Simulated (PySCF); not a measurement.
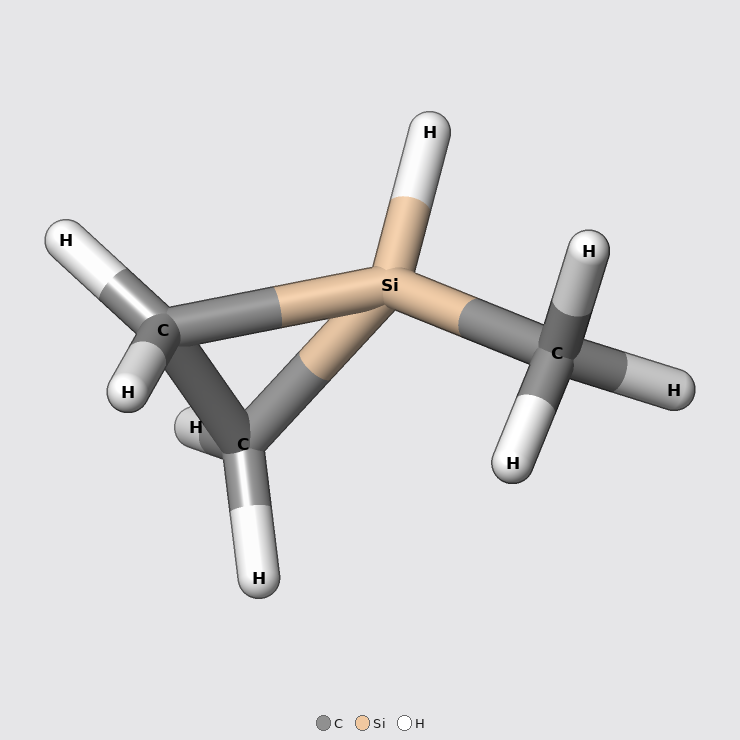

The picture shows a molecular structure as a stick model.

Identify the structure.

Formula C₃H₈Si. SMILES: `C[SiH]1CC1`. Independent rings (smallest set): 1 of 3 members. Among its groups: Si–H bond. Coordination, clear cases only: 1 C tetrahedral.

More results for the same structure follow; atom numbers are the same in all pictures, views and colours differ. Computed geometry: PBE0-D3(BJ)/def2-SVP optimisation. No frequency run is at hand to confirm it as a minimum.

## Charges

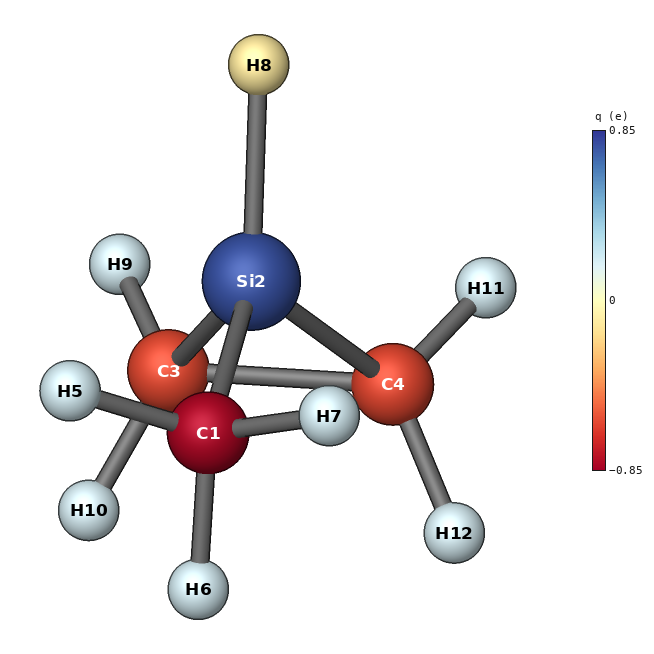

Atoms are coloured by their Mulliken charges. No frequency run is at hand to confirm it as a minimum. Properties computed with PBE0/6-31G, gas phase (PySCF 2.14.0).

Give the Mulliken charges atom by atom.

```csv
atom,value (e)
C1,−0.81
Si2,0.77
C3,−0.60
C4,−0.60
H5,0.20
H6,0.20
H7,0.20
H8,−0.11
H9,0.19
H10,0.19
H11,0.19
H12,0.19
```

## Ring current

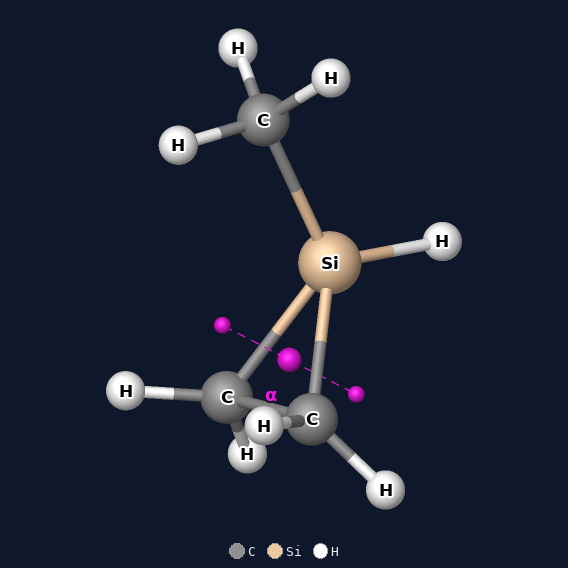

The small points mark where nucleus-independent chemical shifts (NICS) were computed: at the centre of each lettered ring and 1 Å above and below it. No frequency run is at hand to confirm it as a minimum. Method: GIAO PBE0/6-31G NMR shielding, non-relativistic, gas phase (PySCF 2.14.0).

Give NICS(0), NICS(1) and the out-of-plane component NICS(1)zz for each ring (means of the two sides).

| ring | members | NICS(0) | NICS(1) | NICS(1)zz |
| --- | --- | --- | --- | --- |
| α | C2Si | −28.8 | −6.7 | −14.6 |

Values in ppm.

## NMR shielding

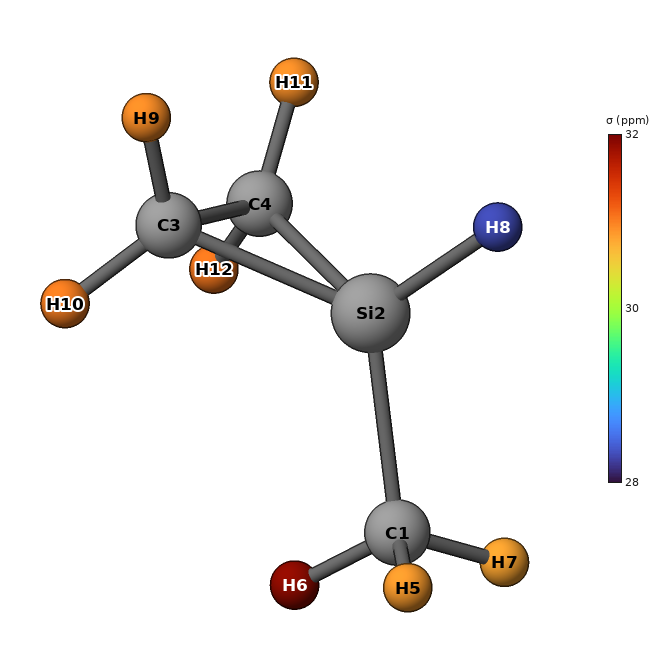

Atoms are coloured by their isotropic NMR shieldings (H only, the others grey). No frequency run is at hand to confirm it as a minimum. Properties computed with GIAO B97-2/pcSseg-2 NMR shielding, non-relativistic, gas phase (PySCF 2.14.0).

> Which H atom is the most shielded (lowest chemical shift)?

H6 (31.87 ppm).

> Which H atom is the least shielded (highest chemical shift)?

H8 (28.34 ppm).

> How wide is the range of H shifts?

3.53 ppm.

Give the isotropic NMR shieldings of the H atoms atom by atom.

| atom | σ (ppm) |
| --- | --- |
| H5 | 30.83 |
| H6 | 31.87 |
| H7 | 30.79 |
| H8 | 28.34 |
| H9 | 30.92 |
| H10 | 30.99 |
| H11 | 30.90 |
| H12 | 31.02 |

Mulliken values depend strongly on the basis set and can even reverse the polarity of a bond.
